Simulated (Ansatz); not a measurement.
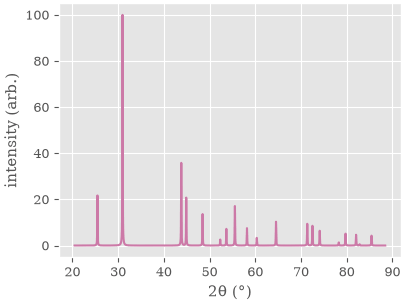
Figure: Simulated powder pattern, Cu Kα, λ = 1.54184 Å

The pattern belongs to a structure relaxed with DFT-PBEsol in the program Ansatz with PAW potentials.

Question: Pick the material that matches.
A. Ru, hcp (Mg type)
B. Se, trigonal Se type
C. Pt, fcc (Cu type)
D. Ir, fcc (Cu type)

Answer: B, Se, trigonal Se type

Space group P3_121 (trigonal Se type). The cell was relaxed with PBEsol under the symmetry of its start. A crystal of weakly bound chains computed without a dispersion correction: the cell and the soft elastic constants depend strongly on that.

Potentials: the later of the program's two PAW sets.
